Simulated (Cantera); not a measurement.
Feed: 1 mol Si(CH3)4, 0.35 mol C2H2, 280 mol H2, held at 270 Pa.

Cantera equilibrium calculation (NASA polynomials, part measured and part estimated; ideal gas, pure solids and liquids). Candidate condensed phases: C, C6H6, C7H8, C8H18, Si, SiC; 87 gas species. Gases not in the tables: Si2H6 and higher silanes. Rates play no part.

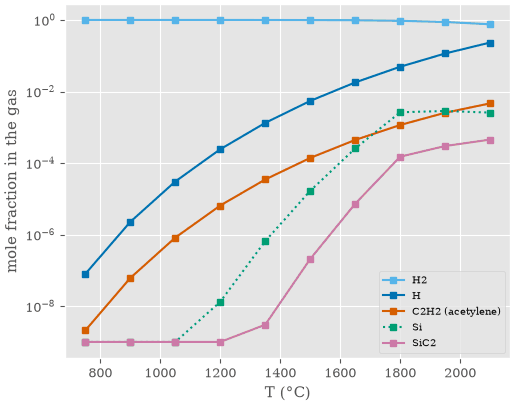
Figure: Equilibrium gas composition (values under 1e-9 drawn at 1e-9)

From 750 °C to 1800 °C the condensed part is C(graphite) + SiC(s). From 1950 °C to 2100 °C the condensed part is C(graphite).
